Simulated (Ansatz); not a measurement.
## Geometry relaxation, with input and output: Si3H8 (part 2 of 2)

Si3H8; RKS B3LYP-D4/6-31G* (Ansatz 0.2.0). It belongs to a series of runs on one base structure; here: start relaxed.

Geometry of the input (Å):
```
Si 0.0000  0.0000  0.0000
H  0.0000  0.0000  1.4600
Si 2.0935  0.0000  -0.7393
H  2.5508  -1.3762  -0.9079
H  2.1573  0.6939  -2.0222
H  2.9510  0.6823  0.2255
H  -0.6877  1.1914  -0.4862
Si -1.0456  -1.8115  -0.7393
H  -1.7029  -2.4846  0.3772
H  -2.0454  -1.4265  -1.7311
H  -0.0777  -2.7173  -1.3511
```

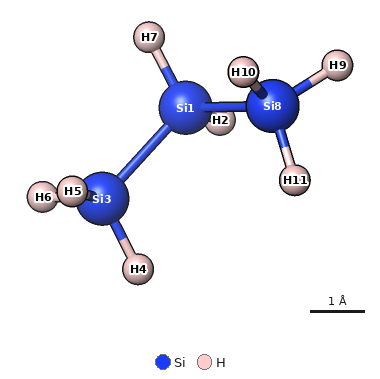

Fig. 1: The geometry at step 14 of the log (ball-and-stick view, seen at a tilt; atoms are numbered from 1 in the order of the input).

Trajectory as extended XYZ, continued
```
11
Properties=species:S:1:pos:R:3:forces:R:3 step=6 energy=-23763.58203
Si    0.0136   -0.0179    0.0406   -0.0141   0.0140   0.1203
H     0.0606   -0.1081    1.5324   -0.0092   0.0040  -0.0483
Si    2.2257    0.0838   -0.7480    0.1073  -0.0486  -0.0774
H     2.8402   -1.2822   -0.7372   -0.0609   0.1474   0.0059
H     2.2586    0.6007   -2.1504    0.0046  -0.0534   0.0923
H     3.0639    0.9825    0.1048   -0.0843  -0.0624  -0.0689
H    -0.7020    1.2495   -0.2964    0.0196  -0.0448   0.0078
Si   -1.1908   -1.8748   -0.7777    0.0370   0.0148  -0.0326
H    -1.9569   -2.5316    0.3150   -0.0104   0.0096   0.0296
H    -2.1519   -1.4643   -1.8356   -0.0058   0.0200  -0.0307
H    -0.2678   -2.8861   -1.3619    0.0163  -0.0008   0.0021
11
Properties=species:S:1:pos:R:3:forces:R:3 step=7 energy=-23763.58579
Si    0.0214   -0.0342    0.0530   -0.0235   0.0299   0.1385
H     0.0886   -0.1573    1.5422   -0.0088   0.0067  -0.0571
Si    2.2234    0.0875   -0.7528    0.1803  -0.0336  -0.0785
H     2.8770   -1.2612   -0.6809   -0.0885   0.1805  -0.0024
H     2.2448    0.5410   -2.1791   -0.0022  -0.0559   0.1263
H     3.0386    1.0484    0.0589   -0.1066  -0.1036  -0.0957
H    -0.6981    1.2414   -0.2454    0.0238  -0.0536   0.0052
Si   -1.1967   -1.8692   -0.7874    0.0221   0.0053  -0.0345
H    -1.9938   -2.5084    0.2948   -0.0069   0.0101   0.0107
H    -2.1305   -1.4388   -1.8628    0.0023   0.0090  -0.0209
H    -0.2814   -2.8977   -1.3548    0.0080   0.0052   0.0083
11
Properties=species:S:1:pos:R:3:forces:R:3 step=8 energy=-23763.59234
Si    0.0291   -0.0482    0.0831   -0.0285   0.0281   0.1110
H     0.1205   -0.2104    1.5672   -0.0054   0.0057  -0.0576
Si    2.2141    0.0869   -0.7624    0.1901   0.0218  -0.0574
H     2.9008   -1.2391   -0.6223   -0.0859   0.1715  -0.0128
H     2.2079    0.4591   -2.2135   -0.0013  -0.0477   0.1541
H     3.0094    1.1147   -0.0112   -0.1074  -0.1414  -0.1175
H    -0.7001    1.2312   -0.1720    0.0307  -0.0488   0.0050
Si   -1.1933   -1.8577   -0.7989   -0.0305  -0.0092  -0.0306
H    -2.0441   -2.4758    0.2590    0.0189   0.0220  -0.0482
H    -2.0765   -1.4048   -1.9125    0.0405  -0.0223   0.0327
H    -0.2744   -2.9044   -1.3307   -0.0211   0.0203   0.0212
11
Properties=species:S:1:pos:R:3:forces:R:3 step=9 energy=-23763.59921
Si    0.0349   -0.0606    0.1274   -0.0017   0.0117   0.0835
H     0.1518   -0.2717    1.6027    0.0017   0.0091  -0.0497
Si    2.1978    0.0869   -0.7732    0.1777   0.0858  -0.0658
H     2.9230   -1.2064   -0.5682   -0.0699   0.1214  -0.0202
H     2.1466    0.3666   -2.2453    0.0003  -0.0392   0.1774
H     2.9850    1.1806   -0.1101   -0.1165  -0.1594  -0.1060
H    -0.6935    1.2278   -0.0766    0.0139  -0.0535  -0.0001
Si   -1.1843   -1.8440   -0.8076   -0.1368  -0.0306  -0.0605
H    -2.1209   -2.4391    0.1972    0.0835   0.0633  -0.1037
H    -1.9859   -1.3705   -1.9803    0.0879  -0.0567   0.1100
H    -0.2612   -2.9179   -1.2804   -0.0402   0.0480   0.0351
11
Properties=species:S:1:pos:R:3:forces:R:3 step=10 energy=-23763.59758 accepted=F
Si    0.0550   -0.0871    0.1857   -0.1170   0.0901  -0.1640
H     0.1877   -0.3022    1.6576   -0.0078  -0.0464  -0.0615
Si    2.1876    0.0856   -0.7860    0.1113   0.0907   0.0104
H     2.9430   -1.1808   -0.5451   -0.0344   0.0825  -0.0290
H     2.0937    0.3044   -2.2644   -0.0168  -0.0301   0.1541
H     2.9598    1.2211   -0.1862   -0.0686  -0.1278  -0.0817
H    -0.7106    1.1798   -0.0144    0.0718   0.0214   0.0524
Si   -1.1811   -1.8178   -0.8277   -0.0380  -0.1578   0.1037
H    -2.1781   -2.3737    0.1410    0.0637   0.0370  -0.1258
H    -1.9124   -1.3598   -2.0514    0.1190   0.0113   0.1397
H    -0.2512   -2.9180   -1.2236   -0.0833   0.0289   0.0016
11
Properties=species:S:1:pos:R:3:forces:R:3 step=12 energy=-23763.60792
Si    0.0539   -0.0906    0.1755   -0.0496   0.0592  -0.0916
H     0.1971   -0.3219    1.6422   -0.0033  -0.0361  -0.0150
Si    2.1852    0.0928   -0.7916   -0.0224   0.0050   0.0495
H     2.9380   -1.1724   -0.5726    0.0183  -0.0030  -0.0094
H     2.0853    0.3313   -2.2573   -0.0120  -0.0018  -0.0103
H     2.9496    1.2126   -0.1786    0.0289   0.0129  -0.0093
H    -0.6997    1.1839   -0.0012    0.0213   0.0367   0.0272
Si   -1.1809   -1.8255   -0.8203    0.0519  -0.0629   0.0851
H    -2.2047   -2.3443    0.1269   -0.0372  -0.0151  -0.0188
H    -1.8666   -1.3708   -2.0609    0.0276   0.0319   0.0058
H    -0.2640   -2.9436   -1.1765   -0.0234  -0.0268  -0.0132
11
Properties=species:S:1:pos:R:3:forces:R:3 step=13 energy=-23763.61372
Si    0.0594   -0.1006    0.2045   -0.0214   0.0089  -0.0535
H     0.2265   -0.3797    1.6602    0.0003  -0.0151  -0.0080
Si    2.1742    0.1001   -0.8007   -0.0592   0.0244   0.0171
H     2.9593   -1.1390   -0.5555    0.0231  -0.0245  -0.0057
H     2.0293    0.2808   -2.2716    0.0042  -0.0014  -0.0012
H     2.9323    1.2574   -0.2536    0.0152   0.0147   0.0023
H    -0.6976    1.1787    0.0786    0.0192   0.0082   0.0135
Si   -1.1733   -1.8223   -0.8199   -0.0500  -0.0672   0.0078
H    -2.2855   -2.2937    0.0627    0.0816   0.0394  -0.0926
H    -1.7570   -1.3489   -2.1135    0.0635  -0.0412   0.1111
H    -0.2741   -2.9812   -1.1056   -0.0763   0.0540   0.0091
11
Properties=species:S:1:pos:R:3:forces:R:3 step=14 energy=-23763.61589
Si    0.0606   -0.1039    0.2112    0.0127  -0.0159  -0.0397
H     0.2387   -0.4001    1.6621   -0.0004  -0.0069  -0.0020
Si    2.1697    0.1057   -0.8041   -0.0555   0.0135   0.0059
H     2.9663   -1.1256   -0.5597    0.0232  -0.0342   0.0037
H     2.0190    0.2772   -2.2749   -0.0048   0.0031  -0.0151
H     2.9239    1.2703   -0.2697    0.0198   0.0297   0.0159
H    -0.6919    1.1796    0.1048    0.0019  -0.0031   0.0047
Si   -1.1706   -1.8237   -0.8175   -0.0847  -0.0601  -0.0193
H    -2.3135   -2.2684    0.0384    0.0836   0.0396  -0.0708
H    -1.7170   -1.3560   -2.1282    0.0521  -0.0291   0.0935
H    -0.2919   -3.0036   -1.0767   -0.0479   0.0634   0.0232
11
Properties=species:S:1:pos:R:3:forces:R:3 step=15 energy=-23763.61832
Si    0.0659   -0.1130    0.2165    0.0025  -0.0342   0.0085
H     0.2570   -0.4339    1.6607    0.0035   0.0099   0.0028
Si    2.1665    0.1151   -0.8111   -0.0450  -0.0099  -0.0091
H     2.9765   -1.1104   -0.5773    0.0120  -0.0224   0.0083
H     2.0015    0.2855   -2.2798   -0.0038   0.0088  -0.0275
H     2.9168    1.2853   -0.2843    0.0160   0.0326   0.0239
H    -0.6924    1.1687    0.1372    0.0052   0.0017   0.0007
Si   -1.1731   -1.8248   -0.8125   -0.0471  -0.0447  -0.0452
H    -2.3602   -2.2238    0.0020    0.0747   0.0357  -0.0433
H    -1.6518   -1.3684   -2.1512    0.0259  -0.0284   0.0615
H    -0.3135   -3.0288   -1.0146   -0.0438   0.0509   0.0194
11
Properties=species:S:1:pos:R:3:forces:R:3 step=16 energy=-23763.62008
Si    0.0712   -0.1316    0.2247    0.0574   0.0040   0.0177
H     0.2869   -0.4688    1.6625   -0.0083   0.0040  -0.0100
Si    2.1567    0.1288   -0.8236   -0.0083  -0.0429   0.0171
H     2.9808   -1.0937   -0.6114    0.0024   0.0080  -0.0050
H     1.9797    0.3185   -2.2885   -0.0065   0.0096  -0.0278
H     2.8983    1.2991   -0.2833    0.0165   0.0230   0.0145
H    -0.6783    1.1571    0.1747   -0.0245  -0.0183  -0.0049
Si   -1.1716   -1.8316   -0.8126   -0.0673  -0.0639  -0.0286
H    -2.4119   -2.1462   -0.0404    0.0802   0.0129  -0.0611
H    -1.5643   -1.4015   -2.1878    0.0193  -0.0356   0.0696
H    -0.3542   -3.0785   -0.9285   -0.0608   0.0992   0.0185
11
Properties=species:S:1:pos:R:3:forces:R:3 step=17 energy=-23763.62134
Si    0.0785   -0.1359    0.2259   -0.0062  -0.0100   0.0265
H     0.2923   -0.4774    1.6629    0.0016   0.0063  -0.0103
Si    2.1599    0.1323   -0.8279    0.0101  -0.0145   0.0020
H     2.9903   -1.0903   -0.6368   -0.0182   0.0160  -0.0005
H     1.9746    0.3420   -2.2899   -0.0042   0.0057  -0.0090
H     2.9021    1.2981   -0.2753    0.0074   0.0064   0.0059
H    -0.6887    1.1428    0.1805    0.0127   0.0005  -0.0047
Si   -1.1743   -1.8299   -0.8081   -0.0357  -0.0961  -0.0405
H    -2.4324   -2.1224   -0.0583    0.0691   0.0232  -0.0377
H    -1.5371   -1.4193   -2.1966    0.0169  -0.0205   0.0588
H    -0.3719   -3.0884   -0.8908   -0.0536   0.0830   0.0095
11
Properties=species:S:1:pos:R:3:forces:R:3 step=18 energy=-23763.62218
Si    0.0821   -0.1429    0.2230   -0.0143   0.0255   0.0285
H     0.2949   -0.4804    1.6606    0.0040   0.0033  -0.0023
Si    2.1619    0.1414   -0.8291    0.0216  -0.0332  -0.0183
H     2.9857   -1.0894   -0.6603   -0.0121   0.0260  -0.0081
H     1.9703    0.3758   -2.2880    0.0049   0.0032   0.0152
H     2.9144    1.2944   -0.2601   -0.0178  -0.0126   0.0002
H    -0.6833    1.1370    0.1742    0.0020  -0.0033   0.0024
Si   -1.1776   -1.8362   -0.8042    0.0044  -0.0598  -0.0418
H    -2.4452   -2.1059   -0.0686    0.0229   0.0185  -0.0010
H    -1.5192   -1.4401   -2.1996    0.0062  -0.0056   0.0186
H    -0.3907   -3.1022   -0.8623   -0.0218   0.0380   0.0067
11
Properties=species:S:1:pos:R:3:forces:R:3 step=19 energy=-23763.62277
Si    0.0834   -0.1471    0.2219   -0.0044   0.0067  -0.0041
H     0.3005   -0.4824    1.6590    0.0002  -0.0036   0.0028
Si    2.1608    0.1426   -0.8334    0.0308   0.0159  -0.0193
H     2.9882   -1.0896   -0.6932   -0.0234   0.0248  -0.0040
H     1.9673    0.4109   -2.2876    0.0061  -0.0053   0.0388
H     2.9111    1.2851   -0.2379   -0.0133  -0.0286  -0.0174
H    -0.6843    1.1315    0.1739    0.0072  -0.0039  -0.0004
Si   -1.1763   -1.8420   -0.8041    0.0093  -0.0067   0.0035
H    -2.4533   -2.0743   -0.0764   -0.0167  -0.0051   0.0037
H    -1.4952   -1.4651   -2.2085    0.0021   0.0030  -0.0063
H    -0.4089   -3.1181   -0.8282    0.0021   0.0028   0.0028
11
Properties=species:S:1:pos:R:3:forces:R:3 step=20 energy=-23763.62302
Si    0.0838   -0.1489    0.2225   -0.0046   0.0099  -0.0030
H     0.3034   -0.4871    1.6586    0.0015  -0.0009   0.0025
Si    2.1589    0.1457   -0.8360    0.0258   0.0085  -0.0160
H     2.9829   -1.0895   -0.7071   -0.0153   0.0181  -0.0036
H     1.9642    0.4258   -2.2872    0.0016  -0.0049   0.0310
H     2.9137    1.2813   -0.2340   -0.0111  -0.0224  -0.0116
H    -0.6825    1.1306    0.1779    0.0018  -0.0043   0.0010
Si   -1.1766   -1.8441   -0.8024    0.0085  -0.0018   0.0019
H    -2.4632   -2.0637   -0.0861   -0.0034  -0.0038  -0.0039
H    -1.4774   -1.4750   -2.2134    0.0006  -0.0042   0.0017
H    -0.4139   -3.1235   -0.8072   -0.0054   0.0058  -0.0002
11
Properties=species:S:1:pos:R:3:forces:R:3 step=21 energy=-23763.62327
Si    0.0844   -0.1499    0.2237    0.0026   0.0083   0.0024
H     0.3109   -0.4909    1.6581   -0.0042  -0.0010   0.0021
Si    2.1564    0.1509   -0.8395    0.0050   0.0019  -0.0158
H     2.9716   -1.0913   -0.7368   -0.0035   0.0051  -0.0015
H     1.9544    0.4566   -2.2837    0.0018  -0.0024   0.0138
H     2.9221    1.2707   -0.2241   -0.0055  -0.0102  -0.0020
H    -0.6824    1.1292    0.1848   -0.0026  -0.0024   0.0005
Si   -1.1753   -1.8473   -0.7994   -0.0059  -0.0060  -0.0055
H    -2.4796   -2.0443   -0.1061    0.0187   0.0014  -0.0116
H    -1.4445   -1.4983   -2.2229    0.0031  -0.0067   0.0189
H    -0.4247   -3.1339   -0.7687   -0.0095   0.0120  -0.0015
```

Results in brief

| quantity | value |
| --- | --- |
| outcome | converged |
| total energy | −23763.6236 eV |
| mean-field energy | −23763.2395 eV |
| largest force (length of the vector) at the end | 0.022 eV/Å |
| hardware | 1 thread of Arm Neoverse V2, 24 GiB of memory available, shared host |
| wall time | 68 s |
| peak memory | 0.15 GiB |
